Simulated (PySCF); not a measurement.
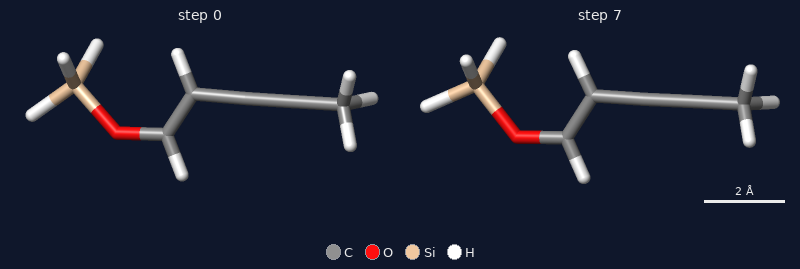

The structure of C5H8OSi before (left) and after (right) a relaxation, at one scale.

Style: stick. Shown at a tilt.

The start comes from GFN2-xTB. Its atoms were then displaced at random by about 0.01 Å.

Computed with PBE0-D3(BJ)/def2-SVP geometry optimisation, gas phase (PySCF 2.14.0, density-fitted response routines). 

### Describe what moved and what it gained.

The largest move after the best rigid fit is that of an H atom, 0.26 Å. Largest moves by element: H 0.26 Å, O 0.12 Å, C 0.10 Å, Si 0.04 Å. Among the contacts that change: H–Si 1.434 → 1.485 Å, O–Si 1.642 → 1.685 Å, H–Si 1.449 → 1.492 Å, C–C 1.305 → 1.348 Å. Among the angles between lasting bonds that change: O–Si–H 98.3° → 104.9°, C–O–Si 132.9° → 127.7°, H–Si–H 115.1° → 111.1°. After 7 geometry steps the energy has fallen by 0.318 eV.
